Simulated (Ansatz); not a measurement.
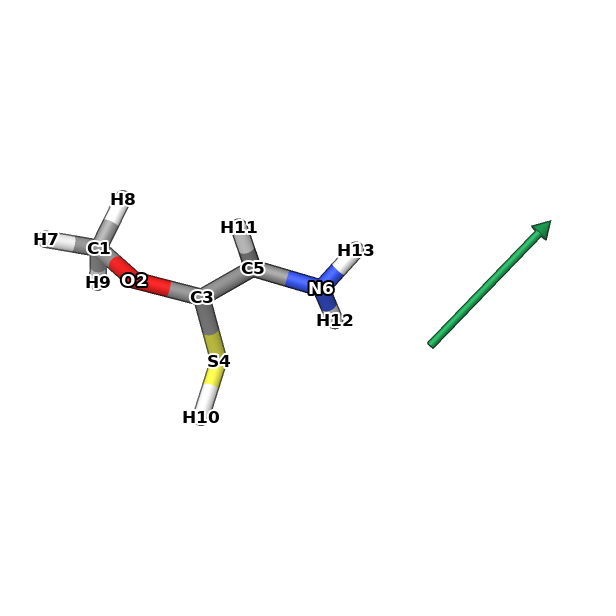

The arrow beside the molecule shows the direction of the dipole moment, from the negative to the positive end (its length means nothing). The geometry was computed by an optimisation with PBE0-D4/def2-TZVP. No frequency run is at hand to confirm it as a minimum. Method: RKS ωB97M-V/def2-TZVPP (Ansatz 0.2.0).

> Estimate the dipole moment.

1.64 D; it points from the side of H10 to the side of H13 (the outermost atoms at the two ends).
